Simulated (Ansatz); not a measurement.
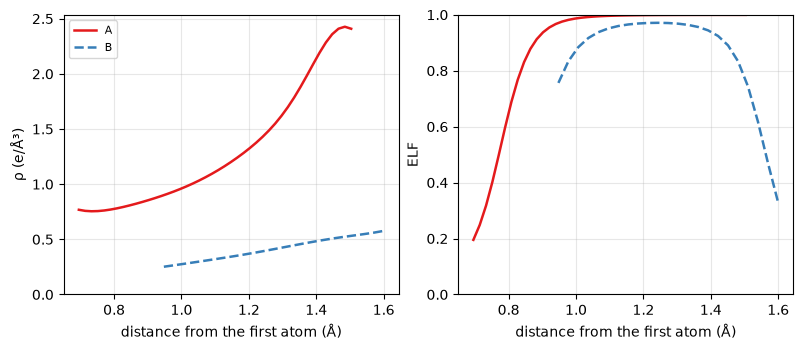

Figure. H2LiSi (doublet). Electron density and electron localisation function along straight lines between neighbouring atoms. The curves leave out the atomic cores.

Geometry: PBE0-D4/def2-TZVP.

Method: Ansatz, UKS PBE0-D4/def2-TZVPP.

Input

```
crystal:
  periodic: [false, false, false]
  atoms:
    - {symbol: Li, position_ang: [-2.173668, 0.515681, -0.263837]}
    - {symbol: Si, position_ang: [0.115686, -0.026460, 0.015859]}
    - {symbol: H, position_ang: [0.842402, -1.279777, -0.387092]}
    - {symbol: H, position_ang: [1.215580, 0.790555, 0.635070]}
basis:
  gaussian: {orbitals: def2-TZVPP}
magnetization: {spin_polarized: true, initial_magnetization: 1}
hamiltonian: {xc: pbe0, dispersion: d4}
output: {orbitals: {seedname: orbitals}}
```

Launched as:

```sh
ansatz run in.yaml --threads 2 --pin off --events-out ev --progress --plain --max-ram 4352MiB
```

### Which curve belongs to which contact (Li–Si and Si–H)? The first atom named is at distance zero.

Curve A: Si–H (1.50 Å): ρ at the midpoint is about 0.76 e/Å³; the ELF climbs to about 1 towards the hydrogen, as it does in any bond to H. Curve B: Li–Si (2.37 Å): ρ at the midpoint is about 0.36 e/Å³; the ELF peaks at about 1 in the valence shell of Si, 1.1 Å from its nucleus, and is about 0.95 at the midpoint.
